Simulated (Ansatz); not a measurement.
**Preparing MgH2 (P4_2/mnm) as a host crystal**

Before any defect goes in: MgH2 (P4_2/mnm) at rest, and how it screens a charge.

Calculated with Ansatz 0.2.0; plane-wave PAW DFT, PBEsol; relaxation of the host's cell and atoms, in the first sound run; inputs show where later runs differ.

## 1. Set-up

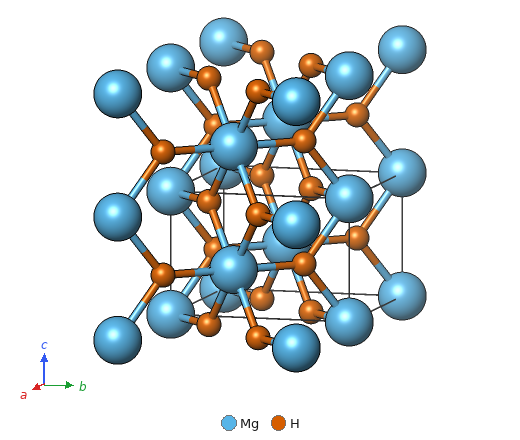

Start, viewed slightly off an axis; magnesium blue, hydrogen orange. 2×1×2 cells are drawn. Some periodic images of atoms are drawn too.

## 2. Host cell relaxation

Cell and atoms are relaxed together, until forces and stress fall under their thresholds.

Input file cell/input.yaml:

```yaml
crystal:
  lattice:
    - [4.476694, 0.0, 0.0]
    - [0.0, 4.476694, 0.0]
    - [0.0, 0.0, 2.992537]
  atoms:
    - { symbol: Mg, position: [0.5, 0.5, 0.5] }
    - { symbol: Mg, position: [0.0, 0.0, 0.0] }
    - { symbol: H, position: [0.695572, 0.695572, 0.0] }
    - { symbol: H, position: [0.804428, 0.195572, 0.5] }
    - { symbol: H, position: [0.304428, 0.304428, 0.0] }
    - { symbol: H, position: [0.195572, 0.804428, 0.5] }
basis:
  ecutwfc: 420
  xc_grid: 2
hamiltonian:
  xc: pbesol
kpoints:
  mp_grid: { grid: [6, 6, 9] }
scf:
  occupations: { method: fixed }
  max_iter: 100
relax:
  f_tol: 0.005
  max_steps: 60
  cell: {}
output:
  forces: true
  stress: true
checkpoint:
  write: "../cell.run"
  compress: false
  write_wavefunctions: false
  write_every: 100000
```

Command:

```sh
$ ansatz run input.yaml --threads 8 --pin off --max-ram 13189MiB --backend cpu --events-out ev --progress --plain --runs-dir out
```

Numbers of over 12 decimals in the logs are rounded to 6 here.

What it wrote:

```text
[... repeated set-up lines and file paths are left out, and long positions are rounded to six places ...]
Engine: ansatz 0.2.0, aarch64-unknown-linux-gnu
Pseudopotentials: kind: paw
Pseudopotential: Mg, paw, valence charge 10, recommended cutoff 420 eV (normal), Mg.paw.azcp
Pseudopotential: H, paw, valence charge 1, recommended cutoff 420 eV (normal), H.paw.azcp
Functional definition: PBEsol
  exchange = pbesol_x
  correlation = pbesol_c
Crystal: 6 atoms, lattice volume = 59.973 Å³
Basis set: ecut = 420 eV, 1179 PW (Γ), exchange–correlation on 60×60×48 points (8 copies of the dense FFT grid, shifted against one another)
Bands: 18, of which v1, the nominal top of the filled ones, is band 12 counted from 1 (11 counted from 0)
Symmetry: 16 space group operations
Space group: P42/mnm (ITA 136), of the structure as read, at distance tolerance 3.9e-5 Å
k-points: 50 of 324
Non-local potential: Mg, projectors of the file, l = 0: 3, l = 1: 2, l = 2: 1
Non-local potential: H, projectors of the file, l = 0: 2, l = 1: 1
PAW form: soft (Blöchl's): semilocal exchange-correlation on the pseudo side does not see the compensation charge
PAW frozen core: Mg, regenerated for the run's functional, and the local potential with it (the file was generated under x = pbe(κ = 0.804, μ = 0.219515), c = pbe(β = 0.066725))
PAW one-centre angular grid: Mg, 110 points (default); XC on 64 Gauss nodes
PAW one-centre angular grid: H, 110 points (default); XC on 64 Gauss nodes
Initial density: superposition of atomic densities (neutral atoms: chi_scale 0, normalization atom), corrected by the library's trained network
Initial wavefunctions: pseudopotential atomic-orbital guess
Functional: x = pbesol(κ = 0.804, μ = 0.123457), c = pbesol(β = 0.046)
SCF iter   1: F=—  HF=-3887.796045 eV  |F-HF|=—  |Δ(HF+E_count)|=         —  Δρ=7.70e-3  dr2=2.53e-2  ethr=1.77e-3  ⟨swp⟩=4.9  Hψ=3779  notcnv=0  defer=190
preconditioner: auto → none  [insulator: Δε(μ)=3.638 eV  Ē_g=10.019 eV  n_scr=10 (ndim 8)  ℏωp=13.6 eV  f_vac=0.000  ε∞_Penn≈2.8]
SCF iter   2: F=—  HF=-3887.787341 eV  |F-HF|=—  |Δ(HF+E_count)|=   8.70e-3  Δρ=2.67e-3  dr2=3.04e-3  ethr=1.05e-4  ⟨swp⟩=1.3  Hψ=1325  notcnv=0  defer=183
SCF iter   3: F=—  HF=-3887.786322 eV  |F-HF|=—  |Δ(HF+E_count)|=   1.02e-3  Δρ=1.13e-4  dr2=2.50e-6  ethr=1.27e-5  ⟨swp⟩=2.0  Hψ=1105  notcnv=0  defer=148
automatic band count: iteration 3 solves 17 bands in place of 18: the levels show a gap, and the empty bands left out lie too high to hold charge; the band table lists the bands solved (type scf.n_extra_bands for more)
SCF iter   4: F=—  HF=-3887.786393 eV  |F-HF|=—  |Δ(HF+E_count)|=   7.14e-5  Δρ=4.59e-5  dr2=4.78e-7  ethr=1.04e-8  ⟨swp⟩=2.3  Hψ=1287  notcnv=0  defer=46
iter 5 did not close the SCF: its close was put off for the readings that it lacked (scf_convergence_deferred on its scf_iter line)
SCF iter   5: F=-3887.786394 eV  HF=-3887.786394 eV  |F-HF|=3.91e-8  |Δ(HF+E_count)|=   5.84e-7  Δρ=9.79e-6  dr2=1.99e-8  ethr=1.99e-9  ⟨swp⟩=2.0  Hψ=1414  notcnv=0  defer=46
SCF iter   6: F=-3887.786394 eV  HF=-3887.786394 eV  |F-HF|=7.73e-12  |Δ(HF+E_count)|=   2.46e-8  Δρ=2.85e-7  dr2=5.48e-11  ethr=8.28e-11  ⟨swp⟩=2.1  Hψ=2532  notcnv=0
SCF 1 converged in 6 iterations: F = -3887.786394 eV  dr2 = 5.48e-11
  greatest PAW one-centre occupation: 1.000 electrons in one spin orbital (limit 2), on the Mg atom at site 1 (counted from 0), in its partial waves of l = 0
relax step   1: F+E_penalty+E_count = -3887.78639353 eV  Δ(F+E_penalty+E_count) = +0.000e0 eV  max|allowed force component| = 3.400e-3 eV/Å  Δτ_max = 0.0000 Å  P = +0.326 GPa  Ω = 59.973 Å³  (6 SCF iters, dr2 threshold 1.00e-7 eV, accepted)
[... the SCF cycles and remarks between the steps are left out from here to the last step ...]
relax step   2: F+E_penalty+E_count = -3887.78675103 eV  Δ(F+E_penalty+E_count) = -3.575e-4 eV  max|allowed force component| = 1.065e-2 eV/Å  Δτ_max = 0.0029 Å  P = -0.021 GPa  Ω = 60.287 Å³  energy of the carried Pulay correction = -2.150e-4 eV  (3 SCF iters, dr2 threshold 6.00e-7 eV, accepted)
relax step   3: F+E_penalty+E_count = -3887.78682371 eV  Δ(F+E_penalty+E_count) = -7.268e-5 eV  max|allowed force component| = 9.587e-4 eV/Å  Δτ_max = 0.0028 Å  P = -0.020 GPa  Ω = 60.291 Å³  energy of the carried Pulay correction = -2.189e-4 eV  (4 SCF iters, dr2 threshold 7.09e-9 eV, accepted)
Initial wavefunctions: pseudopotential atomic-orbital guess (no wavefunctions were taken with the density)
iter 1 solved again at ethr=2.06e-8 eV; its pass at ethr=3.10e-3 eV (dr2=4.94e-6 eV) is discarded
SCF iter   1: F=—  HF=-3887.786977 eV  |F-HF|=—  |Δ(HF+E_count)|=         —  Δρ=4.99e-5  dr2=4.55e-8  ethr=2.06e-8  ⟨swp⟩=3.5  Hψ=5975  notcnv=0  defer=199
SCF iter   2: F=—  HF=-3887.787054 eV  |F-HF|=—  |Δ(HF+E_count)|=   7.67e-5  Δρ=2.50e-5  dr2=1.09e-8  ethr=1.89e-10  ⟨swp⟩=2.0  Hψ=1396  notcnv=0  defer=106
SCF iter   3: F=—  HF=-3887.787055 eV  |F-HF|=—  |Δ(HF+E_count)|=   1.33e-6  Δρ=1.26e-6  dr2=1.73e-10  ethr=4.56e-11  ⟨swp⟩=2.0  Hψ=1013  notcnv=0  defer=106
SCF iter   4: F=-3887.787055 eV  HF=-3887.787055 eV  |F-HF|=1.41e-11  |Δ(HF+E_count)|=   1.51e-9  Δρ=2.38e-7  dr2=8.44e-12  ethr=1.00e-12  ⟨swp⟩=4.0  Hψ=2568  notcnv=0
SCF 4 converged in 4 iterations: F = -3887.787055 eV  dr2 = 8.44e-12
relax step   4: F+E_penalty+E_count = -3887.78705494 eV  Δ(F+E_penalty+E_count) = -2.312e-4 eV  max|allowed force component| = 9.401e-4 eV/Å  Δτ_max = 0.0000 Å  P = -0.017 GPa  Ω = 60.291 Å³  stress off target by 2.36e-2 GPa  SCF on the basis re-selected at this cell (its energy is not comparable with the rows above)  (4 SCF iters)
basis re-selected at this cell: Δ(F+E_penalty+E_count) = -2.312e-4 eV, ΔP = +0.003 GPa vs the last step (what re-selecting the basis moved, of the pressure what is left beyond the Pulay correction that the steps carried, after the strain that the cell walked [...]
SCF converged after 4 iterations
Free energy (F): -3887.787055 eV
Harris-Foulkes:  -3887.787055 eV  (|F-HF|=1.41e-11)
Internal energy: -3887.787055 eV  (E = F + TS)
E sigma→0 (E₀):  -3887.787055 eV
Fermi energy:    1.995358 eV
--- Per-component energies (eV) ---
  E_band       = -745.986996
  E_kinetic    = 206.901143
  E_local      = -3434.951073  (includes V_loc(G=0)·N_el)
  E_nonlocal   = 197.155109
  E_hartree    = 1230.708714
  E_xc         = -93.444207
  E_vxc        = -121.451375  (∫ρ·V_xc dr)
  E_paw        = -563.879462  (= ΣΔE_a)
  E_vpaw       = -55.053241  (= ΣTr[D̂ρ^β])
  E_aug_tail   = -0.005158  (compensation charges beyond the density's cutoff)
  E_ewald      = -1430.389846
  E_core_change = 0.117725  (= ΣΔE_core)
  E_smearing   = -0.000000  (= −TS)
  E_closure    = 0.000000  (closes the sum)
  Σ components = -3887.787055   (vs F -3887.787055, Δ=0.00e0)
--- Forces (eV/Å), atoms counted from 1 ---
  atom   1  Mg     0.00000000     0.00000000     0.00000000
  atom   2  Mg    -0.00000000     0.00000000     0.00000000
  atom   3  H     -0.00094008    -0.00094008     0.00000000
  atom   4  H      0.00094008    -0.00094008     0.00000000
  atom   5  H      0.00094008     0.00094008     0.00000000
  atom   6  H     -0.00094008     0.00094008     0.00000000
  max |Σ_I F_I| component: 5.42e-19 eV/Å
--- Stress (GPa, compression-positive) ---
       -0.023648       0.000000       0.000000
        0.000000      -0.023648       0.000000
        0.000000       0.000000      -0.004021
  P = ⅓ Tr σ = -0.0171 GPa (-0.171 kbar)
--- Relaxed structure (3 steps of the walk, 3 accepted, 1 SCFs on fresh bases) ---
  F+E_penalty+E_count = -3887.78705494 eV   max|allowed force component| = 9.401e-4 eV/Å   (the final SCF, on the basis selected at the relaxed cell)
  cell:  # Å, volume = 60.2907 Å³
    - [4.477185, 0, 0.0]
    - [0, 4.477185, 0.0]
    - [0.0, 0.0, 3.007741]
  atoms:
    - { symbol: Mg, position: [0.5, 0.5, 0.5] }
    - { symbol: Mg, position: [0, 0, 0.0] }
    - { symbol: H, position: [0.695544, 0.695544, 0.0] }
    - { symbol: H, position: [0.804456, 0.195544, 0.5] }
    - { symbol: H, position: [0.304456, 0.304456, 0.0] }
    - { symbol: H, position: [0.195544, 0.804456, 0.5] }
```

Run time: 2.4 s. Hardware: 8 threads of Arm Neoverse N1, shared host; peak memory 0.36 GiB; 13 s of CPU time.

Step by step:

| step | energy less that of the first step (eV) | largest force component (eV/Å) | pressure (GPa) | volume (Å³) |
| --- | --- | --- | --- | --- |
| 1 | 0.0000 | 0.0034 | 0.33 | 59.97 |
| 2 | -0.0004 | 0.0106 | -0.02 | 60.29 |
| 3 | -0.0004 | 0.0010 | -0.02 | 60.29 |
| 4* | -0.0007 | 0.0009 | -0.02 | 60.29 |

Relaxation steps marked * repeat the geometry before them on a plane-wave basis chosen anew for their cell, so energy and pressure can jump there.

Forces are held to the 16 operations that the run works with; a distortion that breaks them can't arise in this run.

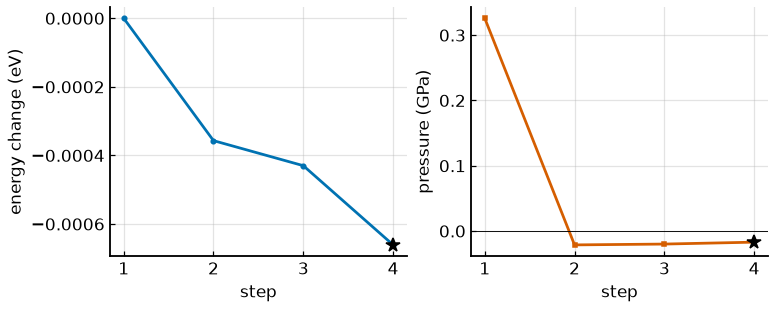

Energy and pressure along the relaxation. Stars mark steps on a basis chosen anew.

| conventional cell, symmetrised | before | after | change |
| --- | --- | --- | --- |
| a (Å) | 4.477 | 4.477 | +0.0 % |
| b (Å) | 4.477 | 4.477 | +0.0 % |
| c (Å) | 2.993 | 3.008 | +0.5 % |
| volume (Å³/atom) | 10.00 | 10.05 | +0.5 % |

The relaxed structure:

```xyz
6
Lattice="4.4772 0.0000 0.0000 0.0000 4.4772 0.0000 0.0000 0.0000 3.0077" Properties=species:S:1:pos:R:3 pbc="T T T"
Mg    2.2386    2.2386    1.5039
Mg    0.0000    0.0000    0.0000
H     3.1141    3.1141    0.0000
H     3.6017    0.8755    1.5039
H     1.3631    1.3631    0.0000
H     0.8755    3.6017    1.5039
```

This step gave:

| Item | Value |
| --- | --- |
| pressure | -0.01711 GPa |

## 3. Dielectric tensors of the host

The response to a uniform electric field gives the electronic dielectric tensor.

This step: plane-wave PAW DFPT, PBEsol; dielectric tensors, Born charges and zone-centre modes of the host (Ansatz 0.2.0).

Input file eps/input.yaml:

```yaml
crystal:
  lattice:
    - [4.4771851529, 0.0, 0.0]
    - [0.0, 4.4771851529, 0.0]
    - [0.0, 0.0, 3.0077406997]
  atoms:
    - { symbol: Mg, position: [0.5, 0.5, 0.5] }
    - { symbol: Mg, position: [0.0, 0.0, 0.0] }
    - { symbol: H, position: [0.6955437503, 0.6955437503, 0.0] }
    - { symbol: H, position: [0.8044562497, 0.1955437503, 0.5] }
    - { symbol: H, position: [0.3044562497, 0.3044562497, 0.0] }
    - { symbol: H, position: [0.1955437503, 0.8044562497, 0.5] }
basis:
  ecutwfc: 420
hamiltonian:
  xc: pbesol
kpoints:
  mp_grid: { grid: [6, 6, 8] }
scf:
  occupations: { method: fixed }
  max_iter: 100
phonons:
  method: dfpt
  dielectric: true
  rigid_motions: translations
```

What it wrote:

```text
[...]
Crystal: 6 atoms, lattice volume = 60.291 Å³
Basis set: ecut = 420 eV, 1187 PW (Γ), exchange–correlation on 60×60×48 points (8 copies of the dense FFT grid, shifted against one another)
Bands: 18, of which v1, the nominal top of the filled ones, is band 12 counted from 1 (11 counted from 0)
Symmetry: 16 space group operations
k-points: 148 of 288 (irreducible under 1 space group operation, time reversal used)
[...]
SCF iter   1: F=—  HF=-3887.796815 eV  |F-HF|=—  |Δ(HF+E_count)|=         —  Δρ=7.69e-3  dr2=2.55e-2  ethr=1.77e-3  ⟨swp⟩=4.9  Hψ=11123  notcnv=0  defer=579
[...]
SCF iter   6: F=-3887.787072 eV  HF=-3887.787072 eV  |F-HF|=2.27e-12  |Δ(HF+E_count)|=   2.34e-8  Δρ=3.49e-7  dr2=5.40e-11  ethr=1.00e-12  ⟨swp⟩=10.4  Hψ=17361  notcnv=0
SCF 1 converged in 6 iterations: F = -3887.787072 eV  dr2 = 5.40e-11
[...]
DFPT response loops at Γ: preconditioner auto → none (the input reference at scf.mixing.eps_inf says where Resta's filter doesn't serve); β = 0.50; Broyden in place of MSR1
── the response to a field inside a basis, on 6×6×8 k-points: an SCF that follows is theirs, and a resumed run solves both again ──
Bands: 13, of which v1, the nominal top of the filled ones, is band 12 counted from 1 (11 counted from 0)
k-points: 24 of 288
[...]
Eigensolver: Dense (24 Hₖ)
SCF iter   1: F=—  HF=-3887.786445 eV  |F-HF|=—  |Δ(HF+E_count)|=         —  Δρ=2.44e-4  dr2=7.75e-6  ethr=1.00e-1
[...]
SCF iter   3: F=-3887.786452 eV  HF=-3887.786452 eV  |F-HF|=2.40e-8  |Δ(HF+E_count)|=   2.19e-6  Δρ=1.09e-5  dr2=1.95e-8  ethr=6.71e-9
SCF 1 converged in 3 iterations: F = -3887.786452 eV  dr2 = 1.95e-8
[...]
SCF converged after 6 iterations
Free energy (F): -3887.787072 eV
[...]
Internal energy: -3887.787072 eV  (E = F + TS)
E sigma→0 (E₀):  -3887.787072 eV
Fermi energy:    1.994548 eV
[...]
--- Band table (eV; the first three rows and the last of 148) ---
[...]
[... further k-points left out ...]
--- Phonons (Γ-DFPT): 4 representative perturbations + reference, on 148 of 288 k-points (Σ response iterations 14) ---
  k mesh reduced under 1 symmetry operation, with k and −k counted as one. Each operation leaves every solved perturbation unchanged. A smaller set is not considered because the run solves the response to a homogeneous field
  ASR residual: 1.389e-4 → 0.000e0 eV/Å²; symmetrization residual: 4.677e-7 eV/Å²
  ASR residual per site (eV/Å²): 1.39e-4 1.39e-4 1.28e-5 1.28e-5 1.28e-5 1.28e-5
  Γ frequencies (cm⁻¹): 0.00 0.00 0.00 181.05 237.60 297.83 297.83 488.75 488.75 737.84 881.04 989.66 989.66 1122.41 1208.02 1208.02 1310.51 1472.72
  ε∞ (high-frequency dielectric tensor):
        4.161112     0.000000     0.000000
        0.000000     4.161112     0.000000
        0.000000     0.000000     4.210215
  ε⁰ (static dielectric tensor: ions relaxed, cell fixed):
       11.887457     0.000000     0.000000
        0.000000    11.887457    -0.000000
        0.000000    -0.000000     8.503708
  ε⁰ − ε∞ (ionic part):
        7.726345     0.000000     0.000000
        0.000000     7.726345    -0.000000
        0.000000    -0.000000     4.293493
  softest optical mode at Γ: 181.05 cm⁻¹; the repairs (sum rule, projections) moved no ω² at Γ by more than (2.39 cm⁻¹)²
  Born effective charges Z* (e; rows j = field, columns β = displacement):
    site 0:
         1.85080   -0.12210    0.00000
        -0.12210    1.85080    0.00000
         0.00000    0.00000    1.94959
    site 1:
         1.85080    0.12210    0.00000
         0.12210    1.85080    0.00000
         0.00000    0.00000    1.94959
    site 2:
        -0.92540   -0.21726    0.00000
        -0.21726   -0.92540    0.00000
         0.00000    0.00000   -0.97479
    site 3:
        -0.92540    0.21726    0.00000
         0.21726   -0.92540    0.00000
         0.00000    0.00000   -0.97479
    site 4:
        -0.92540   -0.21726    0.00000
        -0.21726   -0.92540    0.00000
         0.00000    0.00000   -0.97479
    site 5:
        -0.92540    0.21726    0.00000
         0.21726   -0.92540    0.00000
         0.00000    0.00000   -0.97479
  Z* charge neutrality: 3.540e-4 e pre-enforcement
  solved inside a basis spanned on kpoints, on 6×6×8 k-points, its susceptibility summed on 10×10×14: ε∞ is read to err by 9.9e-3, Z* by 1.1e-2 e (field_mesh: kpoints solves on kpoints); Z* is corrected for what the basis lacks
  optical modes at Γ without the LO–TO term, one row a degenerate level:
      ω (cm⁻¹)  modes    IR ((D/Å)²/amu)
        181.05      1             0.0000
        237.60      1             0.0000
        297.83      2             1.0251
        488.75      2            86.7284
        737.84      1             0.0000
        881.04      1            94.2095
        989.66      2             0.0000
       1122.41      1             0.0000
       1208.02      2            90.7543
       1310.51      1             0.0000
       1472.72      1             0.0000
  optical modes at Γ + LO–TO along q̂ = [1.0000, 0.0000, 0.0000]:
      ω (cm⁻¹)  modes    IR ((D/Å)²/amu)
        181.05      1             0.0000
        237.60      1             0.0000
[...]
optical modes at Γ + LO–TO along q̂ = [0.0000, 1.0000, 0.0000]:
      ω (cm⁻¹)  modes    IR ((D/Å)²/amu)
[...]
1472.72      1             0.0000
  optical modes at Γ + LO–TO along q̂ = [0.0000, 0.0000, 1.0000]:
      ω (cm⁻¹)  modes    IR ((D/Å)²/amu)
        181.05      1             0.0000
        237.60      1             0.0000
        297.83      2             1.0251
        488.75      2            86.7284
        737.84      1             0.0000
        989.66      2             0.0000
       1122.41      1             0.0000
       1208.02      2            90.7543
       1252.13      1            94.2095
       1310.51      1             0.0000
       1472.72      1             0.0000
```

The job ended after 27 s (8 threads; peak memory 0.84 GiB).

Electronic dielectric tensor:

```
4.16 0.00 0.00
0.00 4.16 0.00
0.00 0.00 4.21
```

Static dielectric tensor:

```
11.89  0.00  0.00
 0.00 11.89  0.00
 0.00  0.00  8.50
```

The principal values of the electronic dielectric tensor are 4.16, 4.16 and 4.21. The principal values of the static dielectric tensor are 8.50, 11.89 and 11.89.

[end of part 1 of 3]

[Logs are printed without paths, hosts, clocks, repeated set-up lines and the standing remarks that a program may print on its own settings, such as how far it seeks lower states.]

[Hosts, paths, dates, database ids (printed as entryN), source tags and the programs' standing remarks are cut or masked in the printed files.]

[Runs of the host that timed out are not shown.]

[For some hosts the program warned that the k-mesh of the response run may be too coarse for force constants and the static dielectric constant; such warnings are not always shown.]
